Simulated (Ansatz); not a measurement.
Consider BeZnF$_{4}$.

Input

```
crystal:
  lattice:
    - [0.0, 4.0157261419, 4.0157261419]
    - [4.0157261419, 0.0, 4.0157261419]
    - [4.0157261419, 4.0157261419, 0.0]
  atoms:
    - { symbol: Be, position: [0.75, 0.75, 0.75] }
    - { symbol: Zn, position: [0.5, 0.5, 0.5] }
    - { symbol: F, position: [0.0869956261, 0.6376681246, 0.6376681246] }
    - { symbol: F, position: [0.6376681246, 0.0869956261, 0.6376681246] }
    - { symbol: F, position: [0.6376681246, 0.6376681246, 0.0869956261] }
    - { symbol: F, position: [0.6376681246, 0.6376681246, 0.6376681246] }
basis:
  ecutwfc: 420
kpoints:
  mp_grid: { grid: [6, 6, 6] }
  band_path:
    path:
      - [[0.0, 0.0, 0.0], [-0.5, -0.5, 0.0], [-0.375, -0.375, 0.25]]
      - [[-0.375, 0.0, 0.375], [0.0, 0.0, 0.0], [0.0, 0.0, 0.5], [-0.5, -0.25, 0.25], [-0.5, -0.5, 0.0]]
    npoints: 14
hamiltonian:
  xc: pbesol
scf:
  occupations: { method: gaussian, width: 0.02 }
  n_extra_bands: 15
output:
  forces: true
  stress: true
  eigenvalues: true
  populations: true
  dos: { projected: true, de: 0.02, nscf_kmesh: { grid: [9, 9, 9] } }
  bader: true
  write_density: true
  write_potential: true
  elf: true
  volumetric_format: npy
```

Launched as:

```sh
ansatz run input.yaml --threads 1 --pin off --max-ram 2048MiB --backend cpu --events-out ev --progress --plain --runs-dir out
```

Below, planes, directions and counts refer to the conventional cell (a = 8.03 Å, b = 8.03 Å, c = 8.03 Å, α = 90.00°, β = 90.00°, γ = 90.00°).

Space group F-43m; a structure generated by program, which may or may not match a known phase.

These are results of DFT PBEsol, scalar-relativistic, plane waves, PAW (Ansatz 0.2.0), not measurements.

> Predict the valence pseudo-density and electron localisation function between the atoms.

Be–F (1.56 Å): the density is about 0.98 e/Å³ at the midpoint; the ELF peaks at about 0.80 in the valence shell of F, 0.6 Å from its nucleus, and is about 0.80 at the midpoint.
Zn–F (1.92 Å): ρ at the midpoint is about 0.59 e/Å³; the ELF peaks at about 0.80 in the valence shell of F, 0.6 Å from its nucleus, and is about 0.15 at the midpoint; no localised pair shows between them.
Bader's partition of the density gives Be +1.77, Zn +1.49 and F −0.81 e.

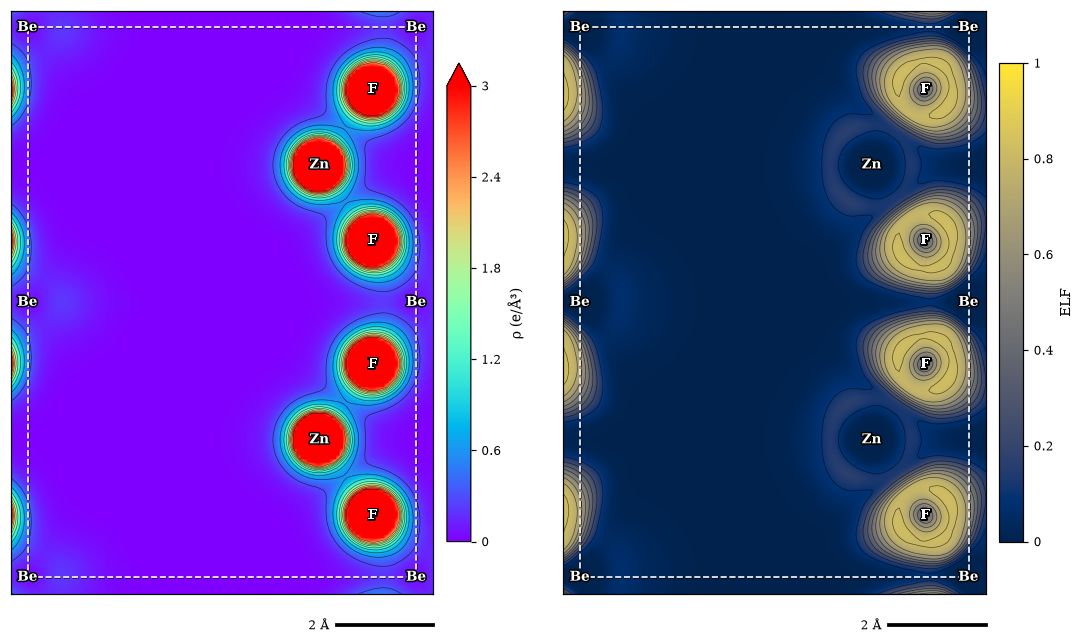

Computed valence pseudo-density and electron localisation function on the (101) plane of the conventional cell, in this order. 
